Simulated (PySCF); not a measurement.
**C4H17NSi3 (SMILES CCN([SiH3])[SiH2][SiH](C)C): density, localisation and related maps**

| atom | x (Å) | y (Å) | z (Å) |
| --- | --- | --- | --- |
| C | -2.1226 | 1.5279 | 0.4726 |
| C | -2.3241 | 0.6345 | -0.7471 |
| N | -1.4300 | -0.5018 | -0.7908 |
| Si | -1.8639 | -1.8938 | 0.1409 |
| Si | 0.1748 | -0.2358 | -1.4270 |
| Si | 1.7100 | 0.5408 | 0.1327 |
| C | 3.4654 | 0.3773 | -0.5938 |
| C | 1.6492 | -0.4605 | 1.7580 |
| H | -1.1189 | 1.9459 | 0.4762 |
| H | -2.2632 | 0.9566 | 1.3865 |
| H | -2.8456 | 2.3390 | 0.4547 |
| H | -2.1741 | 1.2328 | -1.6509 |
| H | -3.3574 | 0.2733 | -0.7501 |
| H | -1.6081 | -1.7338 | 1.5835 |
| H | -3.3000 | -2.1020 | -0.0607 |
| H | -1.0575 | -2.9939 | -0.3776 |
| H | 0.5482 | -1.5358 | -2.0056 |
| H | -0.0423 | 0.6897 | -2.5559 |
| H | 1.5596 | 1.9643 | 0.5352 |
| H | 3.5678 | 0.9550 | -1.5078 |
| H | 4.2261 | 0.7258 | 0.0988 |
| H | 3.6906 | -0.6572 | -0.8382 |
| H | 0.6727 | -0.3905 | 2.2302 |
| H | 1.8432 | -1.5135 | 1.5672 |
| H | 2.3890 | -0.1198 | 2.4782 |

Geometry: GFN2-xTB.

The calculation used PBE0/pcSseg-1, SCF density, gas phase, non-relativistic (PySCF).

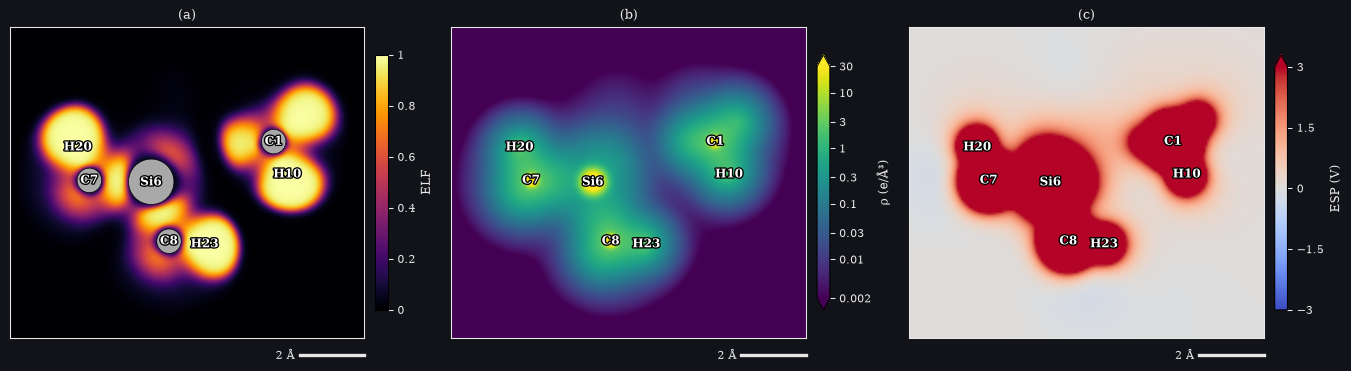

Figure 1. (a) ELF; (b) electron density; (c) electrostatic potential on the plane of atoms C7, Si6 and C8. Grey discs cover the atomic cores in the ELF map.

Q: Read the bonding off the picture.

A: The plane passes through C, Si and H nuclei.
C–Si (1.91 Å): ρ is about 0.9 e/Å³ halfway; the ELF peaks at about 0.95 between the atoms: a covalent bond.
C–H (1.09 Å): the density is about 1.9 e/Å³ at the midpoint; the ELF climbs to about 1 towards the hydrogen, as it does in any bond to H: a covalent bond by its length.
The potential has no marked negative region in this plane.

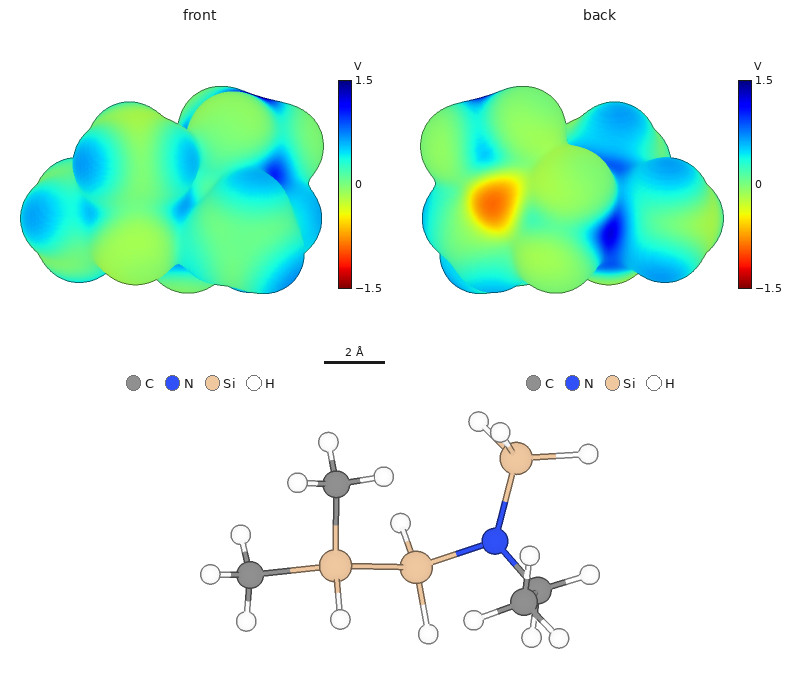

Figure 2. The electrostatic potential painted on the density surface at 0.002 e/bohr³, seen from the front and from behind; the colour scale runs from red (negative) to blue (positive). The bare structure is drawn below in the same view.

Q: Where is the surface potential most negative and most positive?

A: The most negative region (about −0.8 V) lies over N3, the most positive (about +1.2 V) over Si4 and Si5.

Q: What dipole moment does the calculation give?

A: Its dipole moment is 0.55 D.
